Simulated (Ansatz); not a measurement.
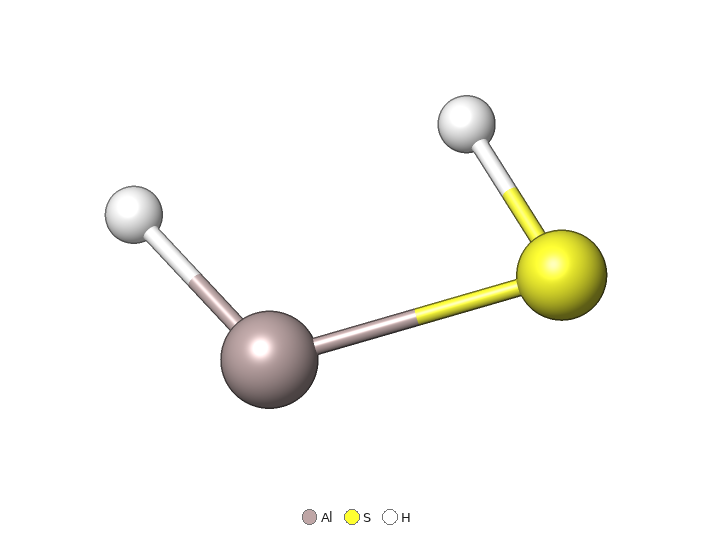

Figure made from data computed with Ansatz.

The picture shows a molecular structure as a ball-and-stick model. Every bond is drawn as one stick, whatever its order.

State: neutral, doublet. Geometry: moved along internal coordinates away from the minimum.

Which formula does it have?

AlH₂S, 4 atoms: 1 aluminium, 2 hydrogen and 1 sulfur.

Write the SMILES.

[AlH][SH]

Count the bonded pairs by element.

1 Al–S, 1 Al–H, 1 S–H.
